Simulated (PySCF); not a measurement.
```yaml
atoms:
  - { symbol: N, position_ang: [-1.7936, 1.4969, -0.1149] }
  - { symbol: C, position_ang: [-1.1879, 0.5509, 0.4349] }
  - { symbol: Ge, position_ang: [0.0216, -0.7899, -0.4181] }
  - { symbol: As, position_ang: [2.3558, -0.6967, 0.1171] }
  - { symbol: H, position_ang: [-1.6517, 1.5701, -1.1239] }
  - { symbol: H, position_ang: [-1.3286, 0.4658, 1.5117] }
  - { symbol: H, position_ang: [-0.5538, -2.1635, -0.1030] }
  - { symbol: H, position_ang: [-0.2247, -0.6551, -1.9178] }
  - { symbol: H, position_ang: [2.3415, 0.8025, 0.0118] }
  - { symbol: H, position_ang: [2.0303, -0.5763, 1.5795] }
```

Geometry: GFN2-xTB.

These are results of PySCF, PBE0/def2-SVPD, SCF density, gas phase, not measurements.

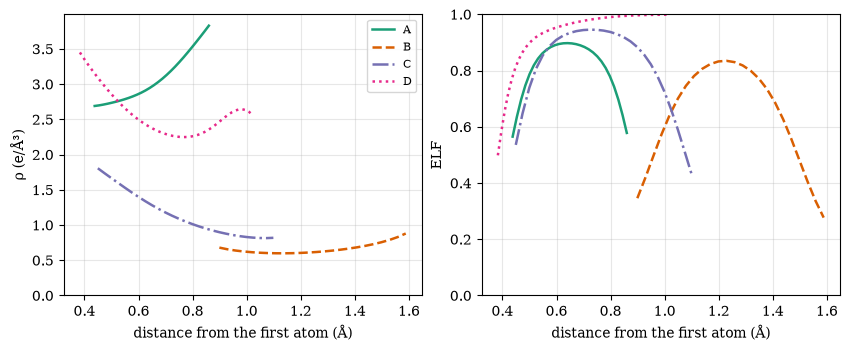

CH₆AsGeN. Electron density and ELF along straight lines between neighbouring atoms. The curves leave out the atomic cores.

### Which curve belongs to which contact (C–Ge, C–N, Ge–As and N–H)? The first atom named is at distance zero.

Curve A: C–N (1.25 Å): ρ is about 2.9 e/Å³ halfway; the ELF peaks at about 0.90 between the atoms (a short, multiple covalent bond). Curve B: Ge–As (2.40 Å): ρ is about 0.6 e/Å³ halfway; the ELF peaks at about 0.85 between the atoms; a covalent bond. Curve C: C–Ge (2.00 Å): the density is about 0.83 e/Å³ at the midpoint; the ELF peaks at about 0.95 in the valence shell of C, 0.7 Å from its nucleus, and is about 0.75 at the midpoint. Curve D: N–H (1.02 Å): the density is about 2.8 e/Å³ at the midpoint; the ELF climbs to about 1 towards the hydrogen, as it does in any bond to H: an ordinary covalent bond to hydrogen.
